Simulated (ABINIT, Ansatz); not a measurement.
## A GW chain in ABINIT: RbAsF6 (R-3)

Aim: the G0W0 gap of RbAsF6 (R-3) on PBEsol, step by step.

Main program and level: ABINIT 10.8.3; PBEsol and many-body steps on it, plane waves.

## Step 1: The starting structure

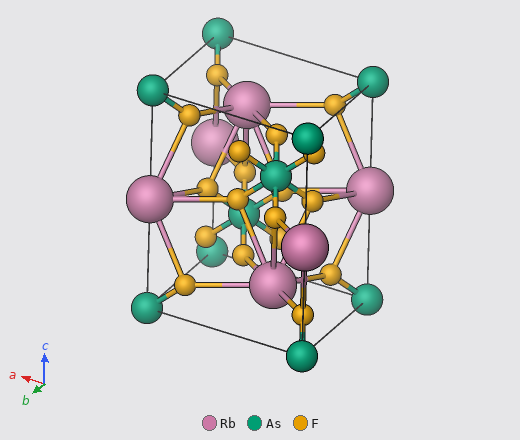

The cell as given, from a free direction (rubidium pink, arsenic teal, fluorine orange). This picture shows the conventional cell, with its axes. Bonds to atoms that aren't drawn are left out. Some periodic images of atoms are drawn too.

The cell and positions are those that the Materials Project relaxed with its own functionals (PBE, PBE+U or r2SCAN), kept fixed.

## Step 2: Ground state

This step: ABINIT 10.8.3; DFT, PBEsol, plane waves, norm-conserving pseudopotentials.

The ground-state density comes first.

Input file run.abi:

```
acell 3*1.0 Angstrom
rprim 
  3.717458802479 2.146275840312 2.475880428600
  -3.717458802479 2.146275840312 2.475880428600
  0.000000000000 -4.292551680625 2.475880428600
ntypat 3
znucl 37 33 9
natom 8
typat 1 2 3 3 3 3 3 3
xred 
  0.500000000000 0.500000000000 0.500000000000
  0.000000000000 0.000000000000 0.000000000000
  0.077414800000 0.712012140000 0.799611640000
  0.799611640000 0.077414800000 0.712012140000
  0.287987860000 0.200388360000 0.922585200000
  0.200388360000 0.922585200000 0.287987860000
  0.922585200000 0.287987860000 0.200388360000
  0.712012140000 0.799611640000 0.077414800000
pp_dirpath "pseudos"
pseudos "Rb.upf, As.upf, F.upf"
ecut 44
ngkpt 4 4 4
nshiftk 1
shiftk 0 0 0
kptopt 1
chksymbreak 0
nband 45
occopt 1
tolvrs 1e-10
nstep 60
prtwf 0
optforces 0
optstress 0
indata_prefix "in"
outdata_prefix "out"
tmpdata_prefix "tmp"
```

Run with:

```console
> OMP_NUM_THREADS=1 mpirun -n 4 abinit run.abi > log
```

Numbers of over 12 decimals in the logs are rounded to 6 here.

Log:

```text
.Version 10.8.3 of ABINIT. v10.8.2 released Aug 2026.

 Symmetries : space group R-3 (#148); Bravais hR (rhombohedral)
================================================================================
 Values of the parameters that define the memory need of the present run
     intxc =       0    ionmov =       0      iscf =       7    lmnmax =       6
     lnmax =       6     mgfft =      60  mpssoang =       3    mqgrid =    3001
     natom =       8  nloc_mem =       1    nspden =       1   nspinor =       1
    nsppol =       1      nsym =       6    n1xccc =    2501    ntypat =       3
    occopt =       1   xclevel =       2
-    mband =          45        mffmem =           1         mkmem =           4
       mpw =       11198          nfft =      216000          nkpt =          14
================================================================================
  Rough estimation (10% accuracy) of disk space for files :
================================================================================

--------------------------------------------------------------------------------
------------- Echo of variables that govern the present computation ------------
--------------------------------------------------------------------------------
 -outvars: echo values of preprocessed input variables --------
            acell      1.8897261259E+00  1.8897261259E+00  1.8897261259E+00 Bohr

      chksymbreak           0
             ecut      4.40000000E+01 Hartree
-          fftalg         312

              ixc     -116133
              kpt      0.00000000E+00  0.00000000E+00  0.00000000E+00
                       2.50000000E-01  0.00000000E+00  0.00000000E+00
                       5.00000000E-01  0.00000000E+00  0.00000000E+00
                       2.50000000E-01  2.50000000E-01  0.00000000E+00
                       5.00000000E-01  2.50000000E-01  0.00000000E+00
                      -2.50000000E-01  2.50000000E-01  0.00000000E+00
                       2.50000000E-01  5.00000000E-01  0.00000000E+00
                       5.00000000E-01  5.00000000E-01  0.00000000E+00
                       2.50000000E-01  2.50000000E-01  2.50000000E-01
                       5.00000000E-01  2.50000000E-01  2.50000000E-01
                      -2.50000000E-01  2.50000000E-01  2.50000000E-01
[...]
kptrlatt        4    0    0      0    4    0      0    0    4
          kptrlen      3.74573913E+01
P           mkmem           4
            natom           8
            nband          45
            ngfft          60      60      60
             nkpt          14
            nstep          60
             nsym           6
           ntypat           3
              occ      2.000000  2.000000  2.000000  2.000000  2.000000  2.000000
                       2.000000  2.000000  2.000000  2.000000  2.000000  2.000000
                       2.000000  2.000000  2.000000  2.000000  2.000000  2.000000
                       2.000000  2.000000  2.000000  2.000000  2.000000  2.000000
                       2.000000  2.000000  2.000000  2.000000  2.000000  2.000000
                       2.000000  2.000000  2.000000  2.000000  2.000000  2.000000
                       2.000000  0.000000  0.000000  0.000000  0.000000  0.000000
[...]
optforces           0
        optstress           0
            prtwf           0
            rprim      3.7174588025E+00  2.1462758403E+00  2.4758804286E+00
[...]
spgroup         148

           tolvrs      1.00000000E-10

             xred      5.0000000000E-01  5.0000000000E-01  5.0000000000E-01
[...]
znucl       37.00000   33.00000    9.00000

================================================================================

 chkinp: Checking input parameters for consistency.

================================================================================
== DATASET  1 ==================================================================
-   mpi_nproc: 4, omp_nthreads: 1 (-1 if OMP is not activated)

--- !DatasetInfo
iteration_state: {dtset: 1, }
dimensions: {natom: 8, nkpt: 14, mband: 45, nsppol: 1, nspinor: 1, nspden: 1, mpw: 11198, }
cutoff_energies: {ecut:  44.0, pawecutdg:  -1.0, }
electrons: {nelect:   7.40000000E+01, charge:   0.00000000E+00, occopt:   1.00000000E+00, tsmear:   1.00000000E-02, }

 Real(R)+Recip(G) space primitive vectors, cartesian coordinates (Bohr,Bohr^-1):
 R(1)=  7.0249790  4.0558735  4.6787359  G(1)=  0.0711746  0.0410927  0.0712443
 R(2)= -7.0249790  4.0558735  4.6787359  G(2)= -0.0711746  0.0410927  0.0712443
 R(3)=  0.0000000 -8.1117471  4.6787359  G(3)=  0.0000000 -0.0821853  0.0712443
 Unit cell volume ucvol=  7.9985124E+02 bohr^3
 Angles (23,13,12)=  9.72125476E+01  9.72125476E+01  9.72125476E+01 degrees

 getcut: wavevector=  0.0000  0.0000  0.0000  ngfft=  60  60  60
         ecut(hartree)=     44.000   => boxcut(ratio)=   2.14592

--- Pseudopotential description ------------------------------------------------
- Rb Generated using ONCVPSP code by D. R. Hamann
- 37.00000   9.00000  180301                  znucl, zion, pspdat
12 -116133 2 -1 2280                          pspcod,pspxc,lmax,lloc,mmax
     nproj     2     2     2
  pspatm : epsatm=   34.48401057
         --- l  ekb(1:nproj) -->
[...]
- F Generated using ONCVPSP code by D. R. Hamann
-  9.00000   7.00000  180301                  znucl, zion, pspdat
12 -116133 2 -1 832                           pspcod,pspxc,lmax,lloc,mmax
     nproj     2     2     1
  pspatm : epsatm=    4.89824381
         --- l  ekb(1:nproj) -->
[...]
2   -2.394754
 pspatm: atomic psp has been read  and splines computed

   6.53892201E+03                                ecore*ucvol(ha*bohr**3)
--------------------------------------------------------------------------------

_setup2: Arith. and geom. avg. npw (full set) are   11147.078   11147.052

================================================================================

--- !BeginCycle
iteration_state: {dtset: 1, }
solver: {iscf: 7, nstep: 60, nline: 4, wfoptalg: 0, }
tolerances: {tolvrs: 1.00E-10, }

     iter   Etot(hartree)      deltaE(h)  residm     vres2
 ETOT  1  -475.94939931068    -4.759E+02 1.216E+00 2.769E+03
 ETOT  2  -479.53517313865    -3.586E+00 2.638E-02 1.211E+03
 ETOT  3  -479.69270326689    -1.575E-01 4.569E-03 1.132E+02
 ETOT  4  -479.69711633049    -4.413E-03 7.100E-03 6.648E+01
 ETOT  5  -479.69899375805    -1.877E-03 2.194E-03 4.727E+00
 ETOT  6  -479.69934366125    -3.499E-04 2.786E-03 6.615E-01
 ETOT  7  -479.69935848238    -1.482E-05 1.662E-03 1.085E-01
 ETOT  8  -479.69936282617    -4.344E-06 1.849E-03 1.046E-03
 ETOT  9  -479.69936287291    -4.674E-08 1.444E-03 4.445E-04
 ETOT 10  -479.69936289385    -2.093E-08 9.799E-04 3.831E-06
 ETOT 11  -479.69936289412    -2.748E-10 4.824E-04 3.875E-08
 ETOT 12  -479.69936289414    -2.103E-11 2.693E-04 5.280E-09
 ETOT 13  -479.69936289414     3.411E-13 2.524E-04 7.206E-11

 At SCF step   13       vres2   =  7.21E-11 < tolvrs=  1.00E-10 =>converged.

--- !ResultsGS
iteration_state: {dtset: 1, }
comment   : Summary of ground state results
lattice_vectors:
- [  7.0249790,   4.0558735,   4.6787359, ]
- [ -7.0249790,   4.0558735,   4.6787359, ]
- [  0.0000000,  -8.1117471,   4.6787359, ]
lattice_lengths: [   9.36435,    9.36435,    9.36435, ]
lattice_angles: [ 97.213,  97.213,  97.213, ] # degrees, (23, 13, 12)
lattice_volume:   7.9985124E+02
convergence: {deltae:  3.411E-13, res2:  7.206E-11, residm:  2.524E-04, diffor:  0.000E+00, }
etotal    :  -4.79699363E+02
entropy   :   0.00000000E+00
fermie    :  -7.12883060E-02
cartesian_stress_tensor: null
pressure_GPa: null
xred      :
- [  5.0000E-01,   5.0000E-01,   5.0000E-01, Rb]
- [  0.0000E+00,   0.0000E+00,   0.0000E+00, As]
- [  7.7415E-02,   7.1201E-01,   7.9961E-01,  F]
- [  7.9961E-01,   7.7415E-02,   7.1201E-01,  F]
- [  2.8799E-01,   2.0039E-01,   9.2259E-01,  F]
- [  2.0039E-01,   9.2259E-01,   2.8799E-01,  F]
- [  9.2259E-01,   2.8799E-01,   2.0039E-01,  F]
- [  7.1201E-01,   7.9961E-01,   7.7415E-02,  F]
cartesian_forces: null
force_length_stats: {min: null, max: null, mean: null, }

 Integrated electronic density in atomic spheres:
 ------------------------------------------------
 Atom  Sphere_radius  Integrated_density
[...]
================================================================================

 ----iterations are completed or convergence reached----

 Mean square residual over all n,k,spin=   10.982E-07; max=  25.242E-05
 reduced coordinates (array xred) for    8 atoms
[...]
0.799611640000      0.077414800000      0.712012140000
       0.287987860000      0.200388360000      0.922585200000
       0.200388360000      0.922585200000      0.287987860000
       0.922585200000      0.287987860000      0.200388360000
       0.712012140000      0.799611640000      0.077414800000
 rms dE/dt=  0.0000E+00; max dE/dt=  0.0000E+00; dE/dt below (all hartree)
    1       0.000000000000      0.000000000000      0.000000000000
    2       0.000000000000      0.000000000000      0.000000000000
    3       0.000000000000      0.000000000000      0.000000000000
    4       0.000000000000      0.000000000000      0.000000000000
    5       0.000000000000      0.000000000000      0.000000000000
    6       0.000000000000      0.000000000000      0.000000000000
    7       0.000000000000      0.000000000000      0.000000000000
    8       0.000000000000      0.000000000000      0.000000000000

 cartesian coordinates (angstrom) at end:
    1     -0.000000    -5e-13     3.713821
    2      0.000000     0.000000     0.000000
    3     -2.359089    -1.738046     3.934270
    4      2.684737    -1.174008     3.934270
    5      0.325648    -2.912055     3.493372
    6     -2.684737     1.174008     3.493372
    7      2.359089     1.738046     3.493372
    8     -0.325648     2.912055     3.934270
 length scales=  1.889726125908  1.889726125908  1.889726125908 bohr
              =  1.000000000000  1.000000000000  1.000000000000 angstroms
 prteigrs : about to open file out_EIG
 Fermi (or HOMO) energy (hartree) =  -0.07129   Average Vxc (hartree)=  -0.34090
 Eigenvalues (hartree) for nkpt=  14  k points:
 kpt#   1, nband= 45, wtk=  0.01563, kpt=  0.0000  0.0000  0.0000 (reduced coord)
  -6.84708   -4.77026   -4.77018   -4.77018   -1.36351   -1.36351   -1.35825   -1.35802
  -1.35802   -0.89293   -0.86287   -0.82935   -0.82822   -0.82822   -0.79809   -0.79809
  -0.38108   -0.28617   -0.28617   -0.28410   -0.23610   -0.23237   -0.23237   -0.16633
  -0.16633   -0.15203   -0.13986   -0.13986   -0.10883   -0.10777   -0.10777   -0.10133
  -0.09161   -0.09161   -0.08392   -0.08392   -0.07129    0.13304    0.29945    0.35853
   0.35853    0.37077    0.37077    0.38314    0.41689
 prteigrs : prtvol=0 or 1, do not print more k-points.

--- !EnergyTerms
iteration_state     : {dtset: 1, }
comment             : Components of total free energy in Hartree
kinetic             :  2.40756410635675E+02
hartree             :  2.36332968866011E+02
xc                  : -6.70297400893308E+01
Ewald energy        : -1.83894476086572E+02
psp_core            :  8.17517271880331E+00
local_psp           : -6.20751561547795E+02
non_local_psp       : -9.32881373909346E+01
total_energy        : -4.79699362894143E+02
total_energy_eV     : -1.30532846456635E+04
band_energy         : -7.47038981418177E+01

== END DATASET(S) ==============================================================
================================================================================

 -outvars: echo values of variables after computation  --------
           etotal     -4.7969936289E+02
            nband          45
             nkpt          14
          spgroup         148
 [... the other variables as echoed above ...]

 Calculation completed.
```

Elapsed: 2 min, on 4 MPI ranks of Arm Neoverse V1, shared host; peak memory 0.54 GiB; 8.1 min of CPU time.

This step gave:

```
total energy               : -13053.2846 eV
gap                        : 5.560 eV
k of the valence top       : 0, 0, 0
k of the conduction bottom : 0, 0, 0
least direct gap           : 5.560 eV
```

The gap is direct, at Γ.

(Part 1 of 3 ends here.)

[Paths, hosts, dates, memory and timing lines, banners, echoed tables and standing remarks are left out of the program output.]

[Logs are printed without paths, hosts, clocks, repeated set-up lines and the standing remarks that a program may print on its own settings, such as how far it seeks lower states.]

[Runs of the session that timed out or met a known fault of the program may be left out.]

[Hosts, paths, dates, database ids (printed as entryN), source tags and the programs' standing remarks are cut or masked in the printed files.]

[G0W0 gaps are taken among the corrected bands and points alone; a level outside them can change the order at an edge.]

[Where Ansatz stands beside ABINIT at settings called matched, ABINIT's density can come from a denser mesh and the files from another edition; pairs whose starting gaps differed by over 0.03 eV were left out, so agreement reads better than it is.]
